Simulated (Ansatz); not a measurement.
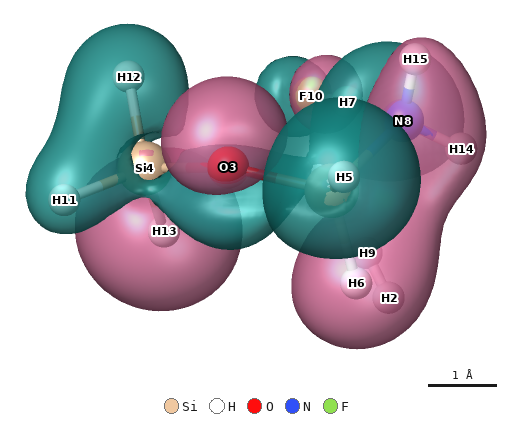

The picture shows: H₇NOSi₂···H₂···HF. The HOMO at ±0.06 Å⁻³ᐟ² (teal and pink are the two phases), seen from one side.

The product side of a reaction path; geometry: PBE0-D4/def2-TZVP.

The calculation used Ansatz 0.2.0, RKS PBE0-D4/def2-TZVPP.

```xyz
15

Si    1.2639    0.4869    0.7160
H    -0.3257    1.3613   -2.8399
O     0.7342   -1.0394    0.7611
Si   -0.0992   -2.2648    0.0418
H     2.2228    0.6483    1.8340
H     1.8829    0.8268   -0.5870
H    -1.3568    0.7866    0.1592
N    -0.0931    1.5815    0.8811
H    -0.8376    1.0504   -2.3920
F    -2.0237    0.2601   -0.2929
H     0.7309   -3.4888    0.1847
H    -1.3899   -2.4657    0.7367
H    -0.3027   -1.9802   -1.3986
H    -0.0058    2.4520    0.3721
H    -0.4003    1.7848    1.8237
```

Describe this orbital and give its energy.

Answer. By Hirshfeld shares it lies mainly on O3 (about 15 %), N8 (about 15 %), Si1 (about 15 %), H13 (about 10 %), Si4 (about 10 %) and H5 (about 10 %). Its energy is −8.77 eV.
